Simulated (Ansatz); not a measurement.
Crystal: Dy, the input geometry of an electronic-structure calculation (not necessarily at equilibrium).

```
CELL_PARAMETERS angstrom
3.73389 0.00000 0.00000
-1.86694 3.23364 0.00000
0.00000 0.00000 6.02581
ATOMIC_POSITIONS crystal
Dy 0.33333 0.66667 0.25000
Dy 0.66667 0.33333 0.75000
```

What does its first Brillouin zone look like, and which path through it is standard?

It has a primitive hexagonal lattice (hP; extended symbol hP2). The zone is a hexagonal prism in its combinatorial type: 8 faces (6 with 4 edges, 2 with 6 edges), 18 edges, 12 vertices. Path: Γ–M–K–Γ–A–L–H–A | L–M | H–K.

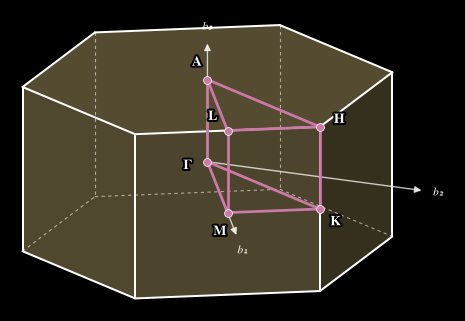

Labels and path follow the convention of Hinuma et al. (2017), as computed by seekpath; the arrows show the directions of the reciprocal primitive vectors b₁, b₂, b₃, in which coordinates are given; lengths include the factor 2π.

```tsv
point	k₁	k₂	k₃	length of k (1/Å)
Γ	0	0	0	0.000
A	0	0	1/2	0.521
K	1/3	1/3	0	1.122
H	1/3	1/3	1/2	1.237
M	1/2	0	0	0.972
L	1/2	0	1/2	1.103
```
